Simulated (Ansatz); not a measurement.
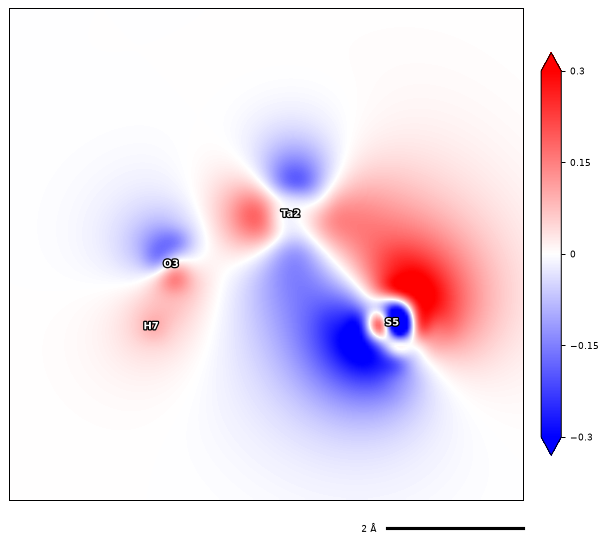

Figure 1: H3O3STa (SMILES [OH][Ta]([OH])([OH])=[S]). The HOMO on the plane of atoms O3, Ta2 and S5 (values in Å⁻³ᐟ²; the overall sign is arbitrary).

Geometry: PBE0-D4/def2-TZVP; core potentials replace the inner electrons of Ta.

Level of theory: RKS PBE0-D4/def2-TZVPP (Ansatz).

```
atom    x (Å)    y (Å)    z (Å)
   O  -1.0302   1.5493   0.1407
  Ta   0.0428  -0.0008  -0.0395
   O   0.8839  -0.3546   1.6202
   O  -1.0740  -1.4658  -0.4796
   S   1.5330   0.2954  -1.5859
   H  -1.0055   2.3856  -0.3250
   H   1.8111  -0.4158   1.8512
   H  -1.0691  -2.0504  -1.2380
```

### What is the character of this orbital?

It lies mainly on S5 (about 75 %) and Ta2 (about 20 %). It is one of a degenerate set, so its orientation is arbitrary. Its energy is −7.56 eV.
